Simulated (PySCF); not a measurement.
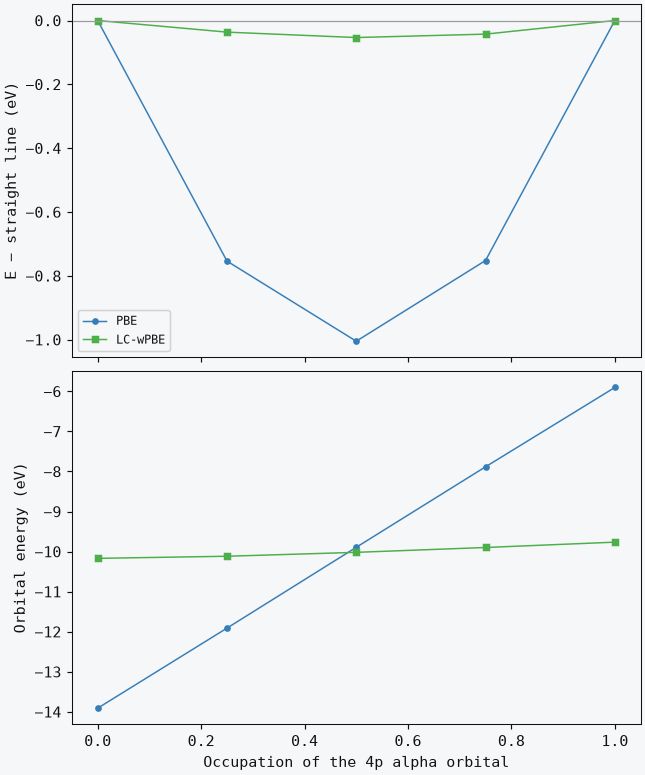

One 4p alpha orbital of neutral arsenic ([Ar] 3d¹⁰ 4s² 4p³) is emptied in steps. The plot gives the energy less the straight line between the integer ends; the lower panel gives the orbital energy. PySCF, x2c-TZVPall, spin-free X2C-1e, unrestricted single determinants, no spin-orbit coupling.

Question: Describe the curvature of each method.

Answer: PBE: convex (delocalisation error), largest departure −1.0 eV, removal energy 9.898 eV, orbital energy from −5.90 eV when full to −13.9 eV when empty; LC-wPBE: convex (delocalisation error), largest departure −0.053 eV, removal energy 10.00 eV, orbital energy from −9.76 eV when full to −10.2 eV when empty. The measured removal energy is 9.789 eV. The exact energy is a straight line between whole electron numbers.
